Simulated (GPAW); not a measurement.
# Near-edge structure at the Sn K edge of SnPPd5 (P4/mmm), part 2 of 2

Aim: the near-edge shape at the Sn K edge of SnPPd5 (P4/mmm), and what the core hole does to it.

GPAW 26.7.0; X-ray absorption from dipole matrix elements to empty bands, plane-wave PAW LDA.

So far. Step 2 (The field without a hole): The mesh shows no gap, so the system is treated as a metal and the core electron is put at the Fermi level (neutral cell). Step 3 (Spectrum without a core hole, Sn atom 1): Main maxima below 30 eV (height): 8.6 eV (1.28). A K edge sees empty p states on the absorber.

## Step 5: Spectrum with XCH, Sn atom 1

The holes are 5.6 Å apart. In GPAW the data set carries the hole's charge, so charge=0 means a charged cell and charge=-1 a neutral one. The excited electron is kept in the cell, where it fills the lowest empty states and screens the hole. After the field has converged, empty bands are computed with the density fixed and the dipole matrix elements are summed.

xas.py

```python
import numpy as np
from ase import Atoms
from ase.parallel import parprint, paropen
from gpaw import GPAW, PW, FermiDirac, Mixer, MixerDif, setup_paths
from gpaw.test import gen
setup_paths.insert(0, '.')
gen('Sn', name='fch1s', xcname='LDA', corehole=(1, 0, 1), write_xml=True)
from gpaw.mpi import world
world.barrier()

atoms = Atoms('Sn2Pd10P2',
    cell=[[-3.959982, 3.959982, 0],
     [-3.959982, -3.959982, 0],
     [3.959982, 0, 6.98899151]],
    scaled_positions=[[0, 0.5, 0],
     [0.5, 0, 0],
     [0, 0, 0],
     [0.5, 0.5, 0],
     [0.10035898, 0.10035898, 0.70071796],
     [0.60035898, 0.60035898, 0.70071796],
     [0.89964102, 0.89964102, 0.29928204],
     [0.39964102, 0.39964102, 0.29928204],
     [0.60035898, 0.10035898, 0.70071796],
     [0.10035898, 0.60035898, 0.70071796],
     [0.39964102, 0.89964102, 0.29928204],
     [0.89964102, 0.39964102, 0.29928204],
     [0.25, 0.25, 0.5],
     [0.75, 0.75, 0.5]],
    pbc=True)
atoms.calc = calc = GPAW(legacy_gpaw=True, mode=PW(430, force_complex_dtype=True), xc='LDA', setups={0: 'fch1s'},
    kpts={'size': (5, 5, 5), 'gamma': True}, occupations=FermiDirac(0.1),
    charge=-1, mixer=Mixer(0.1, 5, 50), maxiter=150,
    convergence={'density': 0.0001, 'eigenstates': 1e-6}, txt='scf.txt')
energy = atoms.get_potential_energy() + calc.get_reference_energy()
ef = calc.get_fermi_level()
out = dict(energy=energy, fermi=ef, forces=atoms.get_forces().tolist())
parprint(f'all-electron energy {energy:.4f} eV, Fermi level {ef:.4f} eV')
ev = np.array([[calc.get_eigenvalues(k, s) for k in range(len(calc.get_ibz_k_points()))] for s in range(calc.get_number_of_spins())])
out['homo'], out['lumo'], out['counts'] = ev[ev < ef].max(), ev[ev > ef].min(), sorted(set((ev < ef).sum((0, 2)).tolist()))
out['filled'] = (ev[:, 0] < ef).sum(1).tolist()

from ase.units import Ha
from gpaw.xas import dipole_matrix_elements
nb = int(calc.get_number_of_electrons() / 2) + 183
top, nb = nb, nb + 8 + nb // 12
nscf = calc.fixed_density(kpts={'size': (5, 5, 5), 'gamma': True}, nbands=nb,
    convergence={'bands': top, 'eigenstates': 5e-3}, maxiter=60, txt='nscf.txt')
cell = atoms.cell.array
ops = [cell.T @ U.T @ np.linalg.inv(cell.T) for U in nscf.wfs.kd.symmetry.op_scc]
E = np.arange(-6, 34, 0.1)
fwhm = np.interp(E, [4, 25], [8.49, 8.49])
Y, X, zero, highest = 0, 0, 1e9, 1e9
for spin in range(nscf.get_number_of_spins()):
    wfs = nscf.wfs
    mine = wfs.bd.get_slice()  # this rank's bands
    A = dipole_matrix_elements(wfs.setups[0])
    eps = np.zeros((wfs.kd.nibzkpts, nb))
    d = np.zeros((3, A.shape[1], wfs.kd.nibzkpts, nb), complex)
    for kpt in wfs.kpt_u:
        if kpt.s == spin and 0 in kpt.P_ani:
            eps[kpt.k, mine] = kpt.eps_n * Ha
            d[:, :, kpt.k, mine] = (kpt.weight * wfs.nspins / 2) ** 0.5 * np.inner(A, kpt.P_ani[0])
    world.sum(eps)
    world.sum(d)
    T = np.einsum('amkn,bmkn->abkn', d, d.conj()).real
    T = sum(np.einsum('ai,ijkn,bj->abkn', R, T, R) for R in ops) / len(ops)
    empty = eps > ef
    zero, highest = min(zero, eps[empty].min()), min(highest, eps[:, top - 1].min())
    lines = [(eps, T, empty)] if spin == 0 else lines + [(eps, T, empty)]
for eps, T, empty in lines:
    f = np.einsum('aakn->akn', T).reshape(3, -1)
    x = eps.ravel() - zero
    w = np.interp(x, E, fwhm) / 2.35482
    g = np.exp(-0.5 * ((E[:, None] - x) / w) ** 2) / (w * (2 * np.pi) ** 0.5)
    Y = Y + (f * empty.ravel()) @ g.T
    X = X + (f * ~empty.ravel()) @ g.T
out.update(E=E.round(2).tolist(), xas=Y.tolist(), xes=X.tolist(), zero=zero, valid=highest - zero, nk=len(eps), nb=nb)
for i in range(0, len(E), 10):
    parprint(f'{E[i]:7.2f}', *(f'{v:10.3e}' for v in Y[:, i]))
import json
with paropen('out.json', 'w') as f:
    json.dump(out, f)
```

Command:

```console
> OMP_NUM_THREADS=1 mpirun -n 4 gpaw python xas.py
```

Numbers of over 12 decimals in the logs are rounded to 6 here.

What it wrote:

```text
Input parameters:
  charge: -1
  convergence: {density: 0.0001,
                eigenstates: 1e-06}
  kpts: {gamma: True,
         size: (5, 5, 5)}
  maxiter: 150
  mixer: {backend: pulay,
          beta: 0.1,
          method: separate,
          nmaxold: 5,
          weight: 50}
  mode: {ecut: 430.0,
         force_complex_dtype: True,
         name: pw}
  occupations: {fixmagmom: False,
                name: fermi-dirac,
                width: 0.1}
  setups: {0: fch1s}

Initialize ...

[... PAW data sets ...]

Reference energy: -1695992.648491  # eV

Spin-paired calculation

[... convergence settings ...]
Symmetries present (total): 8
  [... symmetry matrices ...]

125 k-points: 5 x 5 x 5 Monkhorst-Pack grid
27 k-points in the irreducible part of the Brillouin zone
       k-points in crystal coordinates                weights
   0:     0.00000000    0.00000000    0.00000000          1/125
   1:     0.00000000    0.00000000    0.20000000          2/125
   2:     0.00000000    0.00000000    0.40000000          2/125
   3:     0.00000000    0.20000000    0.00000000          4/125
   4:     0.00000000    0.20000000    0.20000000          4/125
   5:     0.00000000    0.20000000    0.40000000          2/125
   6:     0.00000000    0.40000000   -0.20000000          2/125
   7:     0.00000000    0.40000000    0.00000000          4/125
   8:     0.00000000    0.40000000    0.40000000          4/125
   9:     0.20000000    0.00000000    0.00000000          4/125
          ...
  26:     0.40000000    0.40000000    0.40000000          8/125

Wave functions: Plane wave expansion
  Cutoff energy: 430.000 eV
  Number of coefficients (min, max): 4422, 4475
  Pulay-stress correction: 0.000000 eV/Ang^3 (de/decut=0.000000)
  Using FFTW library
  Wavefunction extrapolation:
    Improved wavefunction reuse through dual PAW basis

Occupation numbers: Fermi-Dirac:
  width: 0.1000  # eV

Eigensolver
   Davidson(niter=2)

Densities:
  Coarse grid: 40*40*40 grid
  Fine grid: 80*80*80 grid
  Total Charge: 0.000000

Density mixing:
  Method: separate
  Backend: pulay
  Linear mixing parameter: 0.1
  old densities: 5
  Width of damping distribution: 1.1
  Damping of long wavelength oscillations: 50

[... Hamiltonian set-up ...]
Number of atoms: 14
Number of atomic orbitals: 146
Number of bands in calculation: 124
Number of valence electrons: 199
Bands to converge: occupied

... initialized

Initializing position-dependent things.

Density initialized from atomic densities
Creating initial wave functions:
  124 bands from LCAO basis set

                        Pd
                  Pd        Pd
                      Pd
             PPd       P
        Pd        Pd

            Pd     Sn
             Pd        Pd
                 Sn

Atomic positions and initial magnetic moments

Positions:
   0 Sn    -1.979991   -1.979991    0.000000    ( 0.0000,  0.0000,  0.0000)
   1 Sn    -1.979991    1.979991    0.000000    ( 0.0000,  0.0000,  0.0000)
   2 Pd     0.000000    0.000000    0.000000    ( 0.0000,  0.0000,  0.0000)
   3 Pd    -3.959982    0.000000    0.000000    ( 0.0000,  0.0000,  0.0000)
   4 Pd     1.979991    0.000000    4.897312    ( 0.0000,  0.0000,  0.0000)
   5 Pd    -1.979991    0.000000    4.897312    ( 0.0000,  0.0000,  0.0000)
   6 Pd    -5.939973   -0.000000    2.091680    ( 0.0000,  0.0000,  0.0000)
[...]
11 Pd    -3.959982    1.979991    2.091680    ( 0.0000,  0.0000,  0.0000)
  12 P      0.000000    0.000000    3.494496    ( 0.0000,  0.0000,  0.0000)
  13 P     -3.959982    0.000000    3.494496    ( 0.0000,  0.0000,  0.0000)

Unit cell:
           periodic     x           y           z      points  spacing
  1. axis:    yes   -3.959982    3.959982    0.000000    40     0.1300
  2. axis:    yes   -3.959982   -3.959982    0.000000    40     0.1300
[...]
iter:   8   -89.756199c  -3.54  -2.79
iter:   9   -89.750000c  -3.46  -2.94
iter:  10   -89.748477c  -4.64  -3.26
iter:  11   -89.748515c  -5.28  -3.75
iter:  12   -89.748477c  -6.02c -3.79
iter:  13   -89.748556c  -5.77  -3.91
iter:  14   -89.748505c  -6.38c -3.93
iter:  15   -89.748489c  -6.16c -4.20c

Converged after 15 iterations.

Dipole moment: (-0.000000, 0.000000, -0.000000) |e|*Ang

Energy contributions relative to reference atoms: (reference = -1695992.648491)

Kinetic:         +1.838798
Potential:      -42.566135
External:        +0.000000
XC:             -47.073236
Entropy (-ST):   -0.201221
Local:           -1.847305
SIC:             +0.000000
--------------------------
Free energy:    -89.849099
Extrapolated:   -89.748489

Showing only first 2 kpts
 Kpt  Band  Eigenvalues  Occupancy
  0    97      9.19264    1.99927
  0    98      9.23143    1.99892
  0    99      9.70904    1.87932
  0   100      9.70904    1.87932

  1    97      9.31348    1.99754
  1    98      9.31348    1.99754
  1    99      9.56542    1.96991
[...]
Fermi level: 9.98359

No gap
No difference between direct/indirect transitions

Forces in eV/Ang:
  0 Sn    0.00000    0.00000    0.00000
  1 Sn   -0.00000    0.00000    0.00000
  2 Pd    0.00000    0.00000    0.00000
  3 Pd    0.00000   -0.00000    0.00000
  4 Pd   -0.00000   -0.02974   -0.00528
  5 Pd    0.00000    0.02974   -0.00528
  6 Pd    0.00000    0.02974    0.00528
[...]
11 Pd   -0.02974   -0.00000    0.00528
 12 P    -0.00000    0.00000   -0.00000
 13 P    -0.00000    0.00000    0.00000
Scalar-relativistic atomic LDA calculation for Sn (Tin, Z=50)
Core hole in 1s state (1s occupation: 1.0)
750 radial gridpoints.
|------------------------------------------------|
|------------------------------------------------|
[... the atom generator's iteration count ...]

Energy contributions:
-------------------------
Kinetic:    +5276.056261
XC:          -143.890541
Potential: -10225.661103
-------------------------
Total:      -5093.495383

state      eigenvalue         ekin         rmax
-----------------------------------------------
1s^1.0 : -1088.196241  1367.904766        0.019
2s^2.0 :  -167.334963   290.036643        0.105
2p^6.0 :  -152.111082   277.465433        0.083
3s^2.0 :   -33.069662    83.401320        0.303
3p^6.0 :   -27.833859    78.099019        0.294
3d^10.0:   -19.332510    71.560928        0.244
4s^2.0 :    -5.688765    22.953194        0.727
4p^6.0 :    -4.044466    19.741147        0.763
4d^10.0:    -1.556882    13.630167        0.846
5s^2.0 :    -0.761474     3.525616        1.879
5p^2.0 :    -0.450294     2.286700        2.241
-----------------------------------------------
(units: Bohr and Hartree)

Generating PAW setup
Kinetic energy of the core from tauc = 5260.686108729569
Cutoffs:
rc(s)=2.270
rc(p)=2.400
rc(d)=2.240
rc(vbar)=2.250
rc(comp)=2.260
rc(nct)=2.400

Kinetic energy of the core states: 5128.129960
Charge: 1.0
Core electrons: 35.0
Valence electrons: 14.0
Pseudo-core charge: 0.221958
Shape function alpha=1.958
Pseudo-electron charge 6.372038
state    eigenvalue         norm
--------------------------------
5s(2) :    -0.761474     1.228420
*s    :     0.238526
5p(2) :    -0.450294     1.048618
*p    :     0.549706
4d(10):    -1.556882     0.159600
*d    :    -0.556882
--------------------------------

Diagonalizing with gridspacing h=0.050

state   all-electron     PAW
-------------------------------
5s:      -0.761474    -0.762236
5p:      -0.450294    -0.451667
4d:      -1.556882    -1.557625
*f:                   -0.025424
-------------------------------
<dir> UserWarning: Initial realspace grid (27,27,40) inconsistent with symmetries.
  warnings.warn(
<dir> UserWarning: Using symmetrized grid: (40,40,40).

  warnings.warn('Using symmetrized grid: ({},{},{}).\n'.format(*N_c))
<dir> UserWarning: Initial realspace grid (27,27,40) inconsistent with symmetries.
  warnings.warn(
<dir> UserWarning: Initial realspace grid (27,27,40) inconsistent with symmetries.
  warnings.warn(
<dir> UserWarning: Initial realspace grid (27,27,40) inconsistent with symmetries.
  warnings.warn(
<dir> UserWarning: Using symmetrized grid: (40,40,40).

  warnings.warn('Using symmetrized grid: ({},{},{}).\n'.format(*N_c))
<dir> UserWarning: Using symmetrized grid: (40,40,40).

  warnings.warn('Using symmetrized grid: ({},{},{}).\n'.format(*N_c))
<dir> UserWarning: Using symmetrized grid: (40,40,40).

  warnings.warn('Using symmetrized grid: ({},{},{}).\n'.format(*N_c))
all-electron energy -1696082.3970 eV, Fermi level 9.9836 eV
[...]
31.00  1.910e-08  1.910e-08  1.712e-08
  32.00  1.901e-08  1.901e-08  1.638e-08
  33.00  1.868e-08  1.868e-08  1.580e-08
```

The job ended after 4 min (4 MPI ranks of Intel Xeon 6975P-C (Granite Rapids), shared host; peak memory 0.8 GiB).

The Sn K spectrum, Sn atom 1, excited-electron core hole (neutral cell) (energy from the lowest empty level; intensity scaled to a mean of 1 over the first 20 eV; polarised curves are means over the symmetry-equivalent atoms):

```tsv
E (eV)	isotropic	ε ⊥ c	ε ∥ c
-2.0	0.39	0.38	0.39
-0.5	0.59	0.58	0.60
1.0	0.80	0.79	0.83
2.5	1.00	0.97	1.06
4.0	1.17	1.12	1.25
5.5	1.27	1.23	1.36
7.0	1.31	1.28	1.37
8.5	1.27	1.26	1.28
10.0	1.18	1.20	1.14
11.5	1.06	1.10	1.00
13.0	0.95	0.98	0.89
14.5	0.85	0.88	0.81
16.0	0.78	0.79	0.75
17.5	0.73	0.73	0.71
19.0	0.70	0.70	0.69
20.5	0.71	0.70	0.72
22.0	0.76	0.74	0.80
23.5	0.83	0.80	0.91
25.0	0.92	0.87	1.01
26.5	1.00	0.96	1.08
28.0	1.05	1.03	1.09
29.5	1.07	1.07	1.05
31.0	1.05	1.09	0.98
```

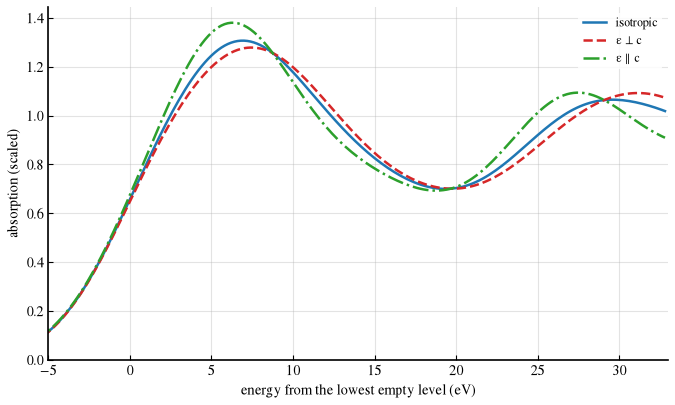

The Sn K edge, Sn atom 1, excited-electron core hole (neutral cell): main maxima at 7.0 and 29.6 eV.

Main maxima below 30 eV (height): 7.0 eV (1.31) and 29.6 eV (1.07). 

## Step 6: Spectrum with XCH, Sn atom 1

Another set-up is tried: limit of SCF steps to 4.

Edit xas.py of step 5 so:

```diff
@@ -31,3 +31,3 @@
     kpts={'size': (5, 5, 5), 'gamma': True}, occupations=FermiDirac(0.1),
-    charge=-1, mixer=Mixer(0.1, 5, 50), maxiter=150,
+    charge=-1, mixer=Mixer(0.1, 5, 50), maxiter=4,
     convergence={'density': 0.0001, 'eigenstates': 1e-6}, txt='scf.txt')
@@ -45,3 +45,3 @@
 top, nb = nb, nb + 8 + nb // 12
-nscf = calc.fixed_density(kpts={'size': (5, 5, 5), 'gamma': True}, nbands=nb,
+nscf = calc.fixed_density(kpts={'size': (3, 3, 3), 'gamma': True}, nbands=nb,
     convergence={'bands': top, 'eigenstates': 5e-3}, maxiter=60, txt='nscf.txt')
```

What it wrote:

```text
Input parameters:
  charge: -1
  convergence: {density: 0.0001,
                eigenstates: 1e-06}
  kpts: {gamma: True,
         size: (5, 5, 5)}
  maxiter: 4
  mixer: {backend: pulay,
          beta: 0.1,
          method: separate,
          nmaxold: 5,
          weight: 50}
  mode: {ecut: 430.0,
         force_complex_dtype: True,
         name: pw}
  occupations: {fixmagmom: False,
                name: fermi-dirac,
                width: 0.1}
  setups: {0: fch1s}

Initialize ...

[... PAW data sets ...]

Reference energy: -1695992.648491  # eV

Spin-paired calculation

[...]
Effective grid spacing dv^(1/3) = 0.1507

iter:   1  -110.912774
iter:   2   -98.789564   -0.72  -1.16
iter:   3   -90.580584   -0.47  -1.29
iter:   4   -90.294629   -2.19  -1.72

Did not converge!

Here are some tips:

1) Make sure the geometry and spin-state is physically sound.
2) Use less aggressive density mixing.
3) Solve the eigenvalue problem more accurately at each scf-step.
4) Use a smoother distribution function for the occupation numbers.
5) Try adding more empty states.
6) Use enough k-points.
7) Don't let your structure optimization algorithm take too large steps.
8) Solve the Poisson equation more accurately.
9) Better initial guess for the wave functions.

See details here:

Errorcode: 42
```

The job ended after 59 s (4 MPI ranks; peak memory 0.46 GiB).

The step limit was set too low: the run stopped before it met its threshold, however near it may have come, and gives no result to build on.

## Step 7: What the core hole does

Both curves are counted from their own zero, so only the shift of weight within the empty states shows.

```tsv
E (eV)	no hole	XCH
-2.0	0.31	0.39
-1.0	0.42	0.52
0.0	0.54	0.66
1.0	0.66	0.80
2.0	0.78	0.94
3.0	0.89	1.06
4.0	1.00	1.17
5.0	1.10	1.25
6.0	1.18	1.29
7.0	1.24	1.31
8.0	1.27	1.29
9.0	1.28	1.24
10.0	1.25	1.18
11.0	1.21	1.10
12.0	1.15	1.02
13.0	1.08	0.95
14.0	1.01	0.88
15.0	0.94	0.83
16.0	0.88	0.78
17.0	0.83	0.74
18.0	0.78	0.71
19.0	0.74	0.70
20.0	0.72	0.70
21.0	0.72	0.72
22.0	0.73	0.76
23.0	0.76	0.80
24.0	0.81	0.86
25.0	0.86	0.92
26.0	0.92	0.97
27.0	0.98	1.02
28.0	1.02	1.05
29.0	1.05	1.06
30.0	1.08	1.06
31.0	1.09	1.05
32.0	1.09	1.04
```

With each curve scaled to its own mean, the area from −2 to 6 eV with the hole is 7.2 against 6.1, and the centre of weight from −1 to 20 eV moves by -0.6 eV: the hole pulls the absorber's empty states down.

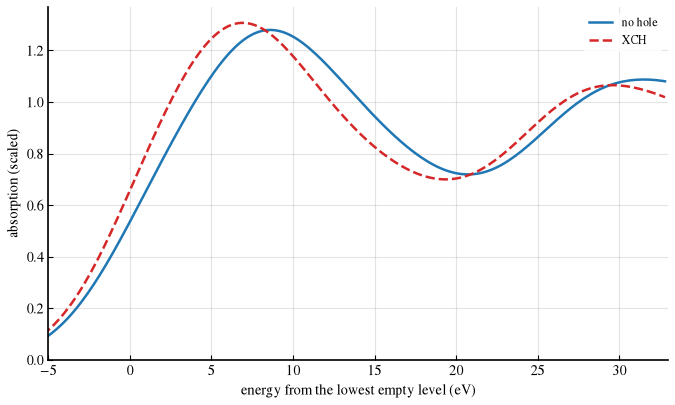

The Sn K edge with and without the core hole, each from its own zero; the highest intensity below 24 eV lies at 7.0 eV with the hole.

## Step 8: Results

- absorber and edge: Sn K, atom 1 of the ground-state input (counted from 1)
- surroundings: 4 Pd at 2.80 Å and 8 Pd at 2.88 Å (distorted cuboctahedral, site symmetry 4/mmm)
- highest intensity below 24 eV: 7.0 eV above the zero, height 1.31

The Sn K edge of atom 1, with 4 Pd at 2.80 Å and 8 Pd at 2.88 Å (distorted cuboctahedral, site symmetry 4/mmm), has its highest intensity of the first 24 eV at 7.0 eV above the zero, 1.3 times the mean level of the first 20 eV (Gaussian full width 8.49 eV). With each curve scaled to its own mean, the area from −2 to 6 eV with the hole is 7.2 against 6.1, and the centre of weight from −1 to 20 eV moves by -0.6 eV: the hole pulls the absorber's empty states down. The script folds with a Gaussian, whereas the core hole's own line is a Lorentzian, so the onset is too steep and the first peak too high. The holes are only 5.6 Å apart, so the shape is probably not converged with cell size; no larger cell was run here. Lifetime broadening is put in by hand, and intensities beyond about 20 eV depend on it and on the partial waves. The structure is a computed Materials Project entry and may be a hypothetical form.

[Banner, clock and machine lines of the logs are left out without a mark of their own.]

[Logs are printed without paths, hosts, clocks, repeated set-up lines and the standing remarks that a program may print on its own settings, such as how far it seeks lower states.]

[Hosts, paths, dates, database ids (printed as entryN), source tags and the programs' standing remarks are cut or masked in the printed files.]

[Lists of maxima count a maximum above −3 eV only where it reaches 4 % of the highest in the window and stands out from its surroundings by 2 % of it (1.5 % where it reaches 55 %); shoulders and weaker maxima are passed over, and of the rest the first, up to two pre-edge ones and the few strongest are named.]
